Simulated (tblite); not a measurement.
# C19H12F3N: the cost of one run

Computed with tblite 0.8.0 and PySCF 2.14.0 and routines of our own; the level stands in each step. Atoms count from 0.

## 1. The starting structure

35 atoms, charge 0, multiplicity 1; geometry from: force field or distance geometry start.

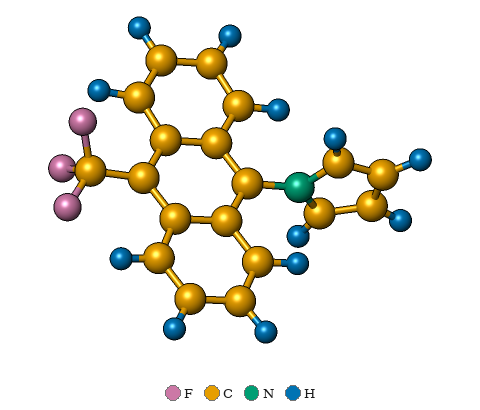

The starting geometry (fluorine pink, carbon amber, nitrogen teal, hydrogen blue).

## 2. Geometry optimisation with GFN2-xTB

What the job is given:

```
{"job": {"kind": "relax", "xc": "GFN2-xTB", "basis": "xTB"}, "charge": 0, "multiplicity": 1}
F     -4.218000     1.593600     0.306900
C     -3.627700     0.396600     0.321500
F     -4.258800    -0.502300    -0.551700
F     -3.921700    -0.141600     1.587800
C     -2.171400     0.313900     0.217200
C     -1.585300    -0.943200     0.283800
C     -2.314400    -2.097100     0.494200
C     -1.713900    -3.346600     0.583500
C     -0.356900    -3.515000     0.455100
C      0.381400    -2.376900     0.248500
C     -0.217000    -1.120600     0.160900
C      0.637500    -0.067400    -0.040700
N      2.041700    -0.227900    -0.161400
C      2.630200    -0.572100    -1.359900
C      3.980600    -0.635600    -1.122600
C      4.239800    -0.350900     0.197200
C      3.011800    -0.092700     0.762100
C      0.074300     1.184100    -0.120400
C      0.937200     2.247300    -0.320800
C      0.463700     3.536200    -0.412700
C     -0.882500     3.729500    -0.295600
C     -1.744100     2.666000    -0.091500
C     -1.302700     1.376900     0.017300
H     -3.396100    -2.103700     0.618200
H     -2.315500    -4.219600     0.746300
H      0.140200    -4.452500     0.513900
H      1.457400    -2.460900     0.141900
H      2.136300    -0.751300    -2.294700
H      4.697200    -0.900900    -1.910100
H      5.228100    -0.340500     0.623700
H      2.850400     0.170500     1.790000
H      2.010200     2.092600    -0.419900
H      1.166900     4.337800    -0.582900
H     -1.304700     4.721400    -0.357600
H     -2.765600     2.885500    -0.014700
```

The run is started by

```bash
> OMP_NUM_THREADS=2 python excited_run.py task.json out
```

The driver reads the jobs from task.json and runs them one after another.

Q: Estimate the wall time and peak memory of this first job on 2 threads of Intel Xeon at 2.50GHz, shared host.

About 14 s, with a peak of 0.18 GiB.
